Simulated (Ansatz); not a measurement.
# One shape, several levels: triplet GeSiH6O

We compute a comparison of 6 runs (UHF/def2-SVP, U-wB97X/def2-SVP, UB2PLYP/def2-SVP, UCAM-B3LYP/def2-SVP, UHSE06/def2-SVP, UMP2/def2-SVP) of triplet GeSiH6O. 

Program for the calculation: Ansatz 0.2.0.

75 further runs of the same task are left out: 75 set aside as unsound or not needed.

## (1) The structure to begin with

GeSiH6O: 9 atoms, total charge 0, spin state triplet. SMILES of the parent species: `[SiH3][O][GeH3]`. The coordinates come from a PBE0-D4/def2-TZVP relaxation. That shape belongs to the parent species and isn't relaxed for this state.

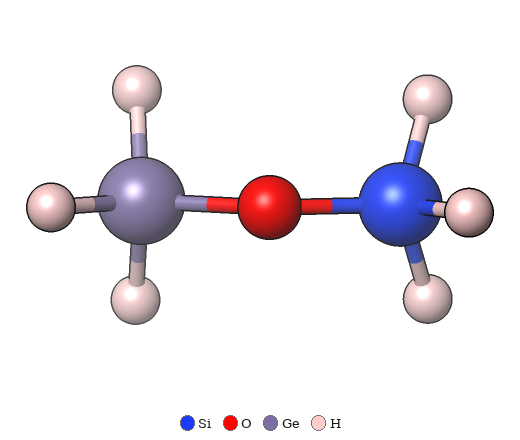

The structure, seen from a chosen angle (silicon blue, oxygen red, germanium purple, hydrogen pink).

## (2) The energy at UHF/def2-SVP (run 1)

input.yaml reads:

```yaml
basis:
  gaussian:
    orbitals: def2-SVP
crystal:
  periodic: [false, false, false]
  atoms:
    - {symbol: Si, position_ang: [-0.686600, 1.033100, -0.921400]}
    - {symbol: O, position_ang: [0.592700, 0.201900, -0.339400]}
    - {symbol: Ge, position_ang: [0.809800, -1.049500, 0.901700]}
    - {symbol: H, position_ang: [-1.697500, 0.113200, -1.514500]}
    - {symbol: H, position_ang: [-0.195800, 1.964800, -1.966700]}
    - {symbol: H, position_ang: [-1.355600, 1.810800, 0.159300]}
    - {symbol: H, position_ang: [2.310800, -1.355600, 0.917000]}
    - {symbol: H, position_ang: [-0.018800, -2.280500, 0.498400]}
    - {symbol: H, position_ang: [0.329300, -0.484400, 2.248700]}
magnetization:
  spin_polarized: true
  initial_magnetization: 2
hamiltonian:
  xc: hf
accuracy: high
output: {orbitals: {seedname: orbitals}}
```

Started as:

```sh
$ ansatz run input.yaml --threads 1 --pin off --max-ram 3480MiB --events-out events.jsonl --progress --plain --runs-dir runs
```

What it wrote:

```text
Warning: RAYON_NUM_THREADS=1 ignored (pool sized by the plan → 1); use --threads N
Functional definition: HF
  name "HF"
  exchange = exact_x
  correlation = 0
2026 factors; integrals over basis functions are off by at most 1.0e-8 eV
mean field evaluation 1: about -66446.6146 eV, gradient 2.2e1 eV
mean field evaluation 2: about -66446.6910 eV, gradient 2.2e1 eV
mean field evaluation 4: about -66449.9660 eV, gradient 4.5e0 eV
mean field evaluation 8: about -66450.9522 eV, gradient 7.6e-1 eV
mean field evaluation 16: about -66450.9726 eV, gradient 7.5e-5 eV
mean field evaluation 32: about -66450.8296 eV, gradient 4.1e-1 eV
mean field evaluation 64: about -66449.5489 eV, gradient 3.7e-1 eV
mean field evaluation 96: about -66450.9407 eV, gradient 7.7e-1 eV
mean field evaluation 128: about -66450.9499 eV, gradient 5.2e-1 eV
mean field -66450.97255814 eV, -2442.0281994246 hartree, gradient 4.9e-8 eV, S^2 2.012142; 3 other end points of the search recorded, 0 dependent functions left out
reference -66450.97255814 eV, -2442.0281994246 hartree; 31, 29 occupied and 63, 65 virtual orbitals, 2026 factors
Total energy: -66450.97255814 eV, -2442.0281994246 hartree
```

It took 11 s on 1 thread of Intel Xeon 6975P-C (Granite Rapids), shared host; peak memory 0.58 GiB.

## (3) A single-point energy at U-wB97X/def2-SVP (run 2)

run.yaml reads:

```yaml
crystal:
  periodic: [false, false, false]
  atoms:
    - {symbol: Si, position_ang: [-0.686600, 1.033100, -0.921400]}
    - {symbol: O, position_ang: [0.592700, 0.201900, -0.339400]}
    - {symbol: Ge, position_ang: [0.809800, -1.049500, 0.901700]}
    - {symbol: H, position_ang: [-1.697500, 0.113200, -1.514500]}
    - {symbol: H, position_ang: [-0.195800, 1.964800, -1.966700]}
    - {symbol: H, position_ang: [-1.355600, 1.810800, 0.159300]}
    - {symbol: H, position_ang: [2.310800, -1.355600, 0.917000]}
    - {symbol: H, position_ang: [-0.018800, -2.280500, 0.498400]}
    - {symbol: H, position_ang: [0.329300, -0.484400, 2.248700]}
basis:
  gaussian: {orbitals: def2-SVP}
magnetization: {spin_polarized: true, initial_magnetization: 2}
hamiltonian: {xc: {name: wB97X}}
accuracy: high
output: {orbitals: {seedname: orbitals}}
```

Started as:

```sh
$ ansatz run run.yaml --threads 1 --pin off --max-ram 3480MiB --events-out events.jsonl --progress --plain --runs-dir runs
```

What it wrote:

```text
Warning: RAYON_NUM_THREADS=1 ignored (pool sized by the plan → 1); use --threads N
Functional definition: wB97X
  name "wB97X"
  parameter omega = 0.3/bohr
  parameter cx = 0.157706
  parameter cx1 = 0.726479
  parameter cx2 = 1.04760
  parameter cx3 = -5.70635
  parameter cx4 = 13.2794
  parameter css1 = -4.33879
  parameter css2 = 18.2308
  parameter css3 = -31.7430
  parameter css4 = 17.2901
  parameter cos1 = 2.37031
  parameter cos2 = -11.3995
  parameter cos3 = 6.58405
  parameter cos4 = -3.78132
  exchange = spin_sum(e_x_unif_sr(omega)*poly(b97_u_x, 1 - cx, cx1, cx2, cx3, cx4)) + cx*exact_x_sr(omega)
      + exact_x_lr(omega)
  correlation = spin_sum(e_c_pw_same_spin*poly(b97_u_same, 1, css1, css2, css3, css4))
      + integral(e_c_pw_opposite_spin*poly(b97_u_opposite, 1, cos1, cos2, cos3, cos4))
2026 factors; integrals over basis functions are off by at most 1.0e-8 eV
390 factors; integrals over basis functions are off by at most 2.0e-9 eV
mean field evaluation 1: about -66519.8457 eV, gradient 3.0e1 eV
mean field evaluation 2: about -66515.9660 eV, gradient 4.6e1 eV
mean field evaluation 4: about -66523.6043 eV, gradient 2.6e0 eV
mean field evaluation 8: about -66523.7842 eV, gradient 1.5e-1 eV
mean field evaluation 16: about -66523.7851 eV, gradient 3.3e-3 eV
mean field evaluation 32: about -66523.7851 eV, gradient 3.0e-4 eV
mean field evaluation 64: about -66523.6918 eV, gradient 6.3e-1 eV
mean field -66523.78506831 eV, -2444.7040098193 hartree, gradient 4.2e-8 eV, S^2 2.008886; 4 other end points of the search recorded, 0 dependent functions left out
reference -66523.78506537 eV, -2444.7040097113 hartree; 31, 29 occupied and 63, 65 virtual orbitals, 2026 factors
Total energy: -66523.78506537 eV, -2444.7040097113 hartree
```

Wall time 82 s (1 thread of Intel Xeon 6975P-C (Granite Rapids), shared host); peak memory 1 GiB.

Run 3 isn't shown in full; the table further down has it.

## (4) A single-point energy at UCAM-B3LYP/def2-SVP (run 4)

molecule.yaml reads:

```yaml
crystal:
  periodic: [false, false, false]
  atoms:
    - {symbol: Si, position_ang: [-0.686600, 1.033100, -0.921400]}
    - {symbol: O, position_ang: [0.592700, 0.201900, -0.339400]}
    - {symbol: Ge, position_ang: [0.809800, -1.049500, 0.901700]}
    - {symbol: H, position_ang: [-1.697500, 0.113200, -1.514500]}
    - {symbol: H, position_ang: [-0.195800, 1.964800, -1.966700]}
    - {symbol: H, position_ang: [-1.355600, 1.810800, 0.159300]}
    - {symbol: H, position_ang: [2.310800, -1.355600, 0.917000]}
    - {symbol: H, position_ang: [-0.018800, -2.280500, 0.498400]}
    - {symbol: H, position_ang: [0.329300, -0.484400, 2.248700]}
basis:
  gaussian:
    orbitals: def2-SVP
magnetization:
  spin_polarized: true
  initial_magnetization: 2
hamiltonian:
  xc: {name: CAM-B3LYP}
accuracy: high
output:
  orbitals: {seedname: orbitals}
```

Started as:

```sh
$ ansatz run molecule.yaml --threads 1 --pin off --max-ram 3480MiB --events-out events.jsonl --progress --plain --runs-dir runs
```

What it wrote:

```text
Warning: RAYON_NUM_THREADS=1 ignored (pool sized by the plan → 1); use --threads N
Functional definition: CAM-B3LYP
  name "CAM-B3LYP"
  parameter alpha = 0.19
  parameter beta = 0.46
  parameter omega = 0.33/bohr
  parameter ac = 0.81
  exchange = (1 - alpha - beta)*b88_x + beta*b88_x_sr(omega) + alpha*exact_x + beta*exact_x_lr(omega)
  correlation = (1 - ac)*vwn5_c + ac*lyp_c
2026 factors; integrals over basis functions are off by at most 1.0e-8 eV
434 factors; integrals over basis functions are off by at most 1.9e-9 eV
mean field evaluation 1: about -66521.9048 eV, gradient 3.3e1 eV
mean field evaluation 2: about -66512.6655 eV, gradient 5.9e1 eV
mean field evaluation 4: about -66526.0177 eV, gradient 3.6e0 eV
mean field evaluation 8: about -66526.2111 eV, gradient 1.1e-1 eV
mean field evaluation 16: about -66526.2117 eV, gradient 5.1e-3 eV
mean field evaluation 32: about -66526.2117 eV, gradient 6.3e-5 eV
mean field -66526.21165694 eV, -2444.7931853067 hartree, gradient 7.7e-8 eV, S^2 2.008424; 4 other end points of the search recorded, 0 dependent functions left out
reference -66526.21167831 eV, -2444.7931860919 hartree; 31, 29 occupied and 63, 65 virtual orbitals, 2026 factors
Total energy: -66526.21167831 eV, -2444.7931860919 hartree
```

It took 20 s on 1 thread of Intel Xeon 6975P-C (Granite Rapids), shared host; peak memory 0.6 GiB.

Run 5 isn't shown in full; the table further down has it.

## (5) The energy at UMP2/def2-SVP (run 6)

job.yaml reads:

```yaml
crystal:
  periodic: [false, false, false]
  atoms:
    - {symbol: Si, position_ang: [-0.686600, 1.033100, -0.921400]}
    - {symbol: O, position_ang: [0.592700, 0.201900, -0.339400]}
    - {symbol: Ge, position_ang: [0.809800, -1.049500, 0.901700]}
    - {symbol: H, position_ang: [-1.697500, 0.113200, -1.514500]}
    - {symbol: H, position_ang: [-0.195800, 1.964800, -1.966700]}
    - {symbol: H, position_ang: [-1.355600, 1.810800, 0.159300]}
    - {symbol: H, position_ang: [2.310800, -1.355600, 0.917000]}
    - {symbol: H, position_ang: [-0.018800, -2.280500, 0.498400]}
    - {symbol: H, position_ang: [0.329300, -0.484400, 2.248700]}
basis:
  gaussian:
    orbitals: def2-SVP
accuracy: high
correlation:
  method: mp2
  frozen_orbitals: {Ge: 9, H: 0, O: 1, Si: 5}
magnetization:
  spin_polarized: true
  initial_magnetization: 2
```

Started as:

```sh
$ ansatz run job.yaml --threads 1 --pin off --max-ram 3480MiB --events-out events.jsonl --progress --plain --runs-dir runs
```

What it wrote:

```text
Warning: RAYON_NUM_THREADS=1 ignored (pool sized by the plan → 1); use --threads N
[... 4 set-up lines as earlier in the session ...]
2026 factors; integrals over basis functions are off by at most 1.0e-8 eV
mean field evaluation 1: about -66446.6146 eV, gradient 2.2e1 eV
mean field evaluation 2: about -66446.6910 eV, gradient 2.2e1 eV
mean field evaluation 4: about -66449.9660 eV, gradient 4.5e0 eV
mean field evaluation 8: about -66450.9522 eV, gradient 7.6e-1 eV
mean field evaluation 16: about -66450.9726 eV, gradient 7.5e-5 eV
mean field evaluation 32: about -66450.8406 eV, gradient 5.8e-1 eV
mean field evaluation 64: about -66443.9634 eV, gradient 2.8e1 eV
mean field -66450.97255814 eV, -2442.0281994246 hartree, gradient 4.9e-8 eV, S^2 2.012142; 7 other end points of the search recorded, 0 dependent functions left out
15 core orbitals not correlated: weight in the atoms' cores, before any rotation towards them, 1.000 or more for the frozen orbitals, at most 0.000 for the correlated occupied ones
reference -66450.97255814 eV, -2442.0281994246 hartree; 16, 14 occupied and 63, 65 virtual orbitals, 2026 factors
second order -13.50646411 eV of doubles, -0.00000000 eV of singles
Total energy: -66464.47902225 eV, -2442.5245528258 hartree
```

Run time: 11 s. Hardware: 1 thread of Intel Xeon 6975P-C (Granite Rapids), shared host; peak memory 0.61 GiB.

## (6) All runs side by side

| run | level | frozen core orbitals | energy (Eh) | HOMO energy (eV) | ⟨S²⟩ | wall time |
| --- | --- | --- | --- | --- | --- | --- |
| 1 | UHF/def2-SVP | – | -2442.028199 | -3.47 | 2.012 | 11 s |
| 2 | U-wB97X/def2-SVP | – | -2444.704010 | -3.70 | 2.009 | 82 s |
| 3 | UB2PLYP/def2-SVP | 15 | -2444.113661 | -2.55 | 2.011 | 18 s |
| 4 | UCAM-B3LYP/def2-SVP | – | -2444.793186 | -2.96 | 2.008 | 20 s |
| 5 | UHSE06/def2-SVP | – | -2444.226118 | -1.81 | 2.007 | 18 s |
| 6 | UMP2/def2-SVP | 15 | -2442.524553 | – | 2.012 | 11 s |

## (7) Summary of results

| quantity | value |
| --- | --- |
| run 6: total energy | -2442.52455 Eh |
| run 6: correlation energy (15 core orbitals frozen) | -496.4 mEh |
| run 6: ⟨S²⟩ of the reference determinant | 2.012 |

What this shows: Totals of different functionals can't be ranked against each other. All runs together took 2.7 min, the longest 82 s.
